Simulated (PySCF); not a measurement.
# NbNH3ClO2 (SMILES [NH2][Nb](=[O])([OH])[Cl]): levels of theory compared

Aim: a comparison of 6 runs (HF/STO-3G, HF/3-21G, PBE0/def2-SVP, BP86/def2-TZVP, MP2/STO-3G, MP2/3-21G) of NbNH3ClO2. Input form: a Python script.

Program for the calculation: PySCF 2.14.0.

### Step 1. The molecule

NbNH3ClO2 has 8 atoms, charge 0, and is taken as a singlet. As SMILES, `[NH2][Nb](=[O])([OH])[Cl]`. Geometry: relaxed at PBE0-D4/def2-TZVP. This is one conformer, not always the lowest.

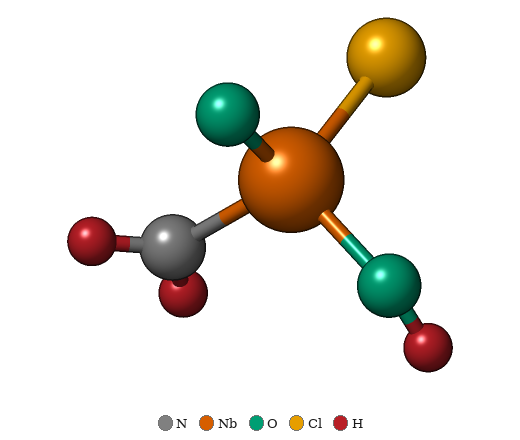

Viewed from a chosen angle; nitrogen grey, niobium orange, oxygen teal, chlorine amber, hydrogen red.

### Step 2. Energy and forces at HF/STO-3G (run 1)

calc.py

```python
from pyscf import gto, scf

system = gto.M(
    atom='''
N   -0.986300   0.945800   0.340700
Nb   0.645200  -0.012800  -0.146000
O    1.864300   0.689200   0.787400
O    0.552100  -1.857000   0.280800
Cl   1.038300   0.265600  -2.414000
H   -1.903900   0.764900  -0.043400
H   -1.027700   1.696900   1.014300
H   -0.090000  -2.549600   0.124400
''',
    max_memory=1860,
    charge=0,
    verbose=4,
    basis='sto-3g',
)

hf = scf.RHF(system)
hf.conv_tol = 1e-10
hf.kernel()
if not hf.converged:
    hf = hf.newton().run(hf.mo_coeff, hf.mo_occ)

e_tot = hf.e_tot
print(f'total energy: {e_tot:.8f} hartree')
grad = hf.nuc_grad_method().kernel()
hf.analyze()
```

The run is started by

```sh
$ OMP_NUM_THREADS=1 python calc.py
```

What it wrote:

```text
PySCF version 2.14.0

[... 71 lines left out ...]
total energy: -4374.03330867 hartree
[... 17 lines left out ...]
DFT Exchange-Correlation Energy =     -167.378663368860089
[... 7 lines left out ...]
MO #6   energy= -88.475568028589   occ= 2
[... 5 lines left out ...]
MO #12  energy= -14.0852435036204  occ= 2
[... 5 lines left out ...]
MO #18  energy= -7.91905707892116  occ= 2
[... 5 lines left out ...]
MO #24  energy= -1.75724810312171  occ= 2
[... 5 lines left out ...]
MO #30  energy= -0.948080200569772 occ= 2
[... 5 lines left out ...]
MO #36  energy= -0.418536400425604 occ= 2
[... 5 lines left out ...]
MO #42  energy= -0.334855958602179 occ= 2
[... 5 lines left out ...]
MO #48  energy= 0.396751130875799  occ= 0
[... 5 lines left out ...]
MO #54  energy= 0.804883126248605  occ= 0
[... 26 lines left out ...]
pop of  1 Nb 3dz^2        1.99950
pop of  1 Nb 3dxz         1.99944
pop of  1 Nb 3dx2-y2      1.99947
pop of  1 Nb 4dxy         0.58941
pop of  1 Nb 4dyz         0.47131
pop of  1 Nb 4dz^2        0.60663
pop of  1 Nb 4dxz         0.58963
pop of  1 Nb 4dx2-y2      0.59379
pop of  2 O 1s            1.99991
pop of  2 O 2s            1.85132
pop of  2 O 2px           1.47639
pop of  2 O 2py           1.51462
pop of  2 O 2pz           1.46953
pop of  3 O 1s            1.99989
pop of  3 O 2s            1.69135
pop of  3 O 2px           1.58764
pop of  3 O 2py           1.36974
pop of  3 O 2pz           1.79161
pop of  4 Cl 1s           2.00000
pop of  4 Cl 2s           1.99981
pop of  4 Cl 3s           1.95117
pop of  4 Cl 2px          1.99995
pop of  4 Cl 2py          1.99995
pop of  4 Cl 2pz          1.99967
pop of  4 Cl 3px          1.93449
pop of  4 Cl 3py          1.92783
pop of  4 Cl 3pz          1.67389
pop of  5 H 1s            0.88001
pop of  6 H 1s            0.87348
pop of  7 H 1s            0.84045
 ** Mulliken atomic charges  **
charge of    0N =     -0.50711
charge of    1Nb =      1.33982
charge of    2O =     -0.31177
charge of    3O =     -0.44023
charge of    4Cl =     -0.48677
charge of    5H =      0.11999
charge of    6H =      0.12652
charge of    7H =      0.15955
Dipole moment(X, Y, Z, Debye): -3.40356, -1.00696,  2.13619
```

Wall time 15 s (1 thread of Intel Xeon at 2.50GHz (Skylake/Cascade Lake), shared host); peak memory 0.13 GiB.

### Step 3. Energy and gradient at HF/3-21G (run 2)

geometry.xyz

```xyz
8

N     -0.986300     0.945800     0.340700
Nb     0.645200    -0.012800    -0.146000
O      1.864300     0.689200     0.787400
O      0.552100    -1.857000     0.280800
Cl     1.038300     0.265600    -2.414000
H     -1.903900     0.764900    -0.043400
H     -1.027700     1.696900     1.014300
H     -0.090000    -2.549600     0.124400
```

calc.py

```python
from pyscf import gto

mol = gto.Mole()
mol.atom = 'geometry.xyz'
mol.charge = 0
mol.verbose = 3
mol.basis = '3-21g'
mol.max_memory = 1860
mol.build()

mf = mol.RHF()
mf.conv_tol = 1e-10
mf.kernel()
if not mf.converged:
    mf = mf.newton().run(mf.mo_coeff, mf.mo_occ)

e_final = mf.e_tot
print('Final energy', e_final)
grad = mf.nuc_grad_method().kernel()
mf.analyze()
```

The run is started by

```sh
$ OMP_NUM_THREADS=1 python calc.py
```

What it wrote:

```text
converged SCF energy = -4397.9163139609
[... 14 lines left out ...]
MO #5   energy= -88.7260104904378  occ= 2
[... 6 lines left out ...]
MO #12  energy= -14.2838274973643  occ= 2
[... 6 lines left out ...]
MO #19  energy= -8.75571225131696  occ= 2
[... 6 lines left out ...]
MO #26  energy= -1.76977630258364  occ= 2
[... 6 lines left out ...]
MO #33  energy= -0.606428896657337 occ= 2
[... 6 lines left out ...]
MO #40  energy= -0.46993851864528  occ= 2
[... 6 lines left out ...]
MO #47  energy= 0.0845928210407991 occ= 0
[... 6 lines left out ...]
MO #54  energy= 0.320374858845789  occ= 0
[... 6 lines left out ...]
MO #61  energy= 0.84411655948363   occ= 0
[... 6 lines left out ...]
MO #68  energy= 1.27757159540249   occ= 0
[... 6 lines left out ...]
MO #75  energy= 1.8913863326713    occ= 0
[... 6 lines left out ...]
MO #82  energy= 3.17541184136152   occ= 0
[... 9 lines left out ...]
Dipole moment(X, Y, Z, Debye): -5.34759, -1.07295,  1.61357
```

Wall time 16 s (1 thread of Intel Xeon at 2.50GHz (Skylake/Cascade Lake), shared host); peak memory 0.16 GiB.

Runs 3 to 5 aren't shown in full; the table further down has their settings and results.

### Step 4. Energy and forces at MP2/3-21G (run 6)

run.py

```python
from pyscf import gto, mp

mol = gto.Mole()
mol.atom = '''
N     -1.863837     1.787303     0.643830
Nb     1.219251    -0.024188    -0.275900
O      3.523016     1.302399     1.487970
O      1.043318    -3.509221     0.530635
Cl     1.962103     0.501911    -4.561799
H     -3.597850     1.445452    -0.082014
H     -1.942072     3.206676     1.916749
H     -0.170075    -4.818046     0.235082
'''
mol.basis = '3-21g'
mol.spin = 0
mol.charge = 0
mol.unit = 'bohr'
mol.verbose = 4
mol.max_memory = 1860
mol.build()

hf = mol.RHF()
hf.conv_tol = 1e-10
hf.kernel()
if not hf.converged:
    hf = hf.newton().run(hf.mo_coeff, hf.mo_occ)

pt = mp.MP2(hf, frozen=22).run()
e_final = pt.e_tot
print('E(%s) = %.9f' % ('MP2', e_final))
grad = pt.nuc_grad_method().kernel()
dip = hf.dip_moment()
pop, q = hf.mulliken_pop()
```

The run is started by

```sh
$ OMP_NUM_THREADS=1 python run.py
```

What it wrote:

```text
PySCF version 2.14.0

[... 72 lines left out ...]
converged SCF energy = -4397.91631397737
[... 17 lines left out ...]
Dipole moment(X, Y, Z, Debye): -5.34760, -1.07294,  1.61357
[... 52 lines left out ...]
pop of  2 O 3px           0.84048
pop of  2 O 3py           0.87702
pop of  2 O 3pz           0.84910
pop of  3 O 1s            1.98539
pop of  3 O 2s            0.40972
pop of  3 O 3s            1.48101
pop of  3 O 2px           0.69870
pop of  3 O 2py           0.64342
pop of  3 O 2pz           0.75340
pop of  3 O 3px           0.94969
pop of  3 O 3py           0.86332
pop of  3 O 3pz           1.03188
pop of  4 Cl 1s           1.99859
pop of  4 Cl 2s           1.95888
pop of  4 Cl 3s           1.10753
pop of  4 Cl 4s           0.92169
pop of  4 Cl 2px          1.96960
pop of  4 Cl 2py          1.96941
pop of  4 Cl 2pz          1.96641
pop of  4 Cl 3px          1.03039
pop of  4 Cl 3py          1.02340
pop of  4 Cl 3pz          0.96419
pop of  4 Cl 4px          0.89467
pop of  4 Cl 4py          0.89299
pop of  4 Cl 4pz          0.73282
pop of  5 H 1s            0.43463
pop of  5 H 2s            0.20679
pop of  6 H 1s            0.43157
pop of  6 H 2s            0.19596
pop of  7 H 1s            0.40960
pop of  7 H 2s            0.15980
 ** Mulliken atomic charges  **
charge of    0N =     -1.01261
charge of    1Nb =      1.63386
charge of    2O =     -0.53578
charge of    3O =     -0.81652
charge of    4Cl =     -0.43059
charge of    5H =      0.35859
charge of    6H =      0.37247
charge of    7H =      0.43059
```

Run time: 32 s. Hardware: 1 thread of Intel Xeon at 2.50GHz (Skylake/Cascade Lake), shared host; peak memory 0.73 GiB.

### Step 5. All runs side by side

```csv
run,level,core potential,integration grid,energy (Eh),dipole moment (D) of the reference,HOMO energy (eV),LUMO energy (eV),wall time
1,HF/STO-3G,–,–,-4374.033309,4.14,-9.11,5.50,15 s
2,HF/3-21G,–,–,-4397.916314,5.69,-11.73,1.20,16 s
3,PBE0/def2-SVP (core potential),def2-svp,5,-723.715306,4.78,-8.37,-1.52,1.7 min
4,BP86/def2-TZVP (core potential),def2-svp,5,-724.670941,4.50,-7.19,-2.62,5 min
5,MP2/STO-3G,–,–,-4374.406937,4.14,-9.11,5.50,23 s
6,MP2/3-21G,–,–,-4398.604931,5.69,-11.73,1.20,32 s
```

### Step 6. Results

```
                                           quantity           value
                                run 6: total energy  -4398.60493 Eh
        run 6: dipole moment (Hartree–Fock density)          5.69 D
         run 6: HOMO energy (Hartree–Fock orbitals)       -11.73 eV
         run 6: LUMO energy (Hartree–Fock orbitals)         1.20 eV
       run 6: HOMO–LUMO gap (Hartree–Fock orbitals)        12.92 eV
run 6: correlation energy (22 core orbitals frozen)      -688.6 mEh
                    run 6: largest force on an atom      4.711 eV/Å
```

**Reading.** Over runs 1, 2, 3, 4 the dipole moment (its size) runs from 4.14 D (HF/STO-3G) to 5.69 D (HF/3-21G). Over runs 1, 2, 3, 4 the HOMO–LUMO gap runs from 4.57 eV (BP86/def2-TZVP) to 14.61 eV (HF/STO-3G). The two ends differ in method and basis and core potential. Totals of different functionals can't be ranked against each other. Some runs of one species differ in core potentials or relativity; totals across that change don't compare. In runs 1, 5 the basis is minimal, so the values are rough. In runs 1, 2, 5, 6 relativity is left out where basis or elements ask for it. All runs together took 8.1 min, the longest 5 min.
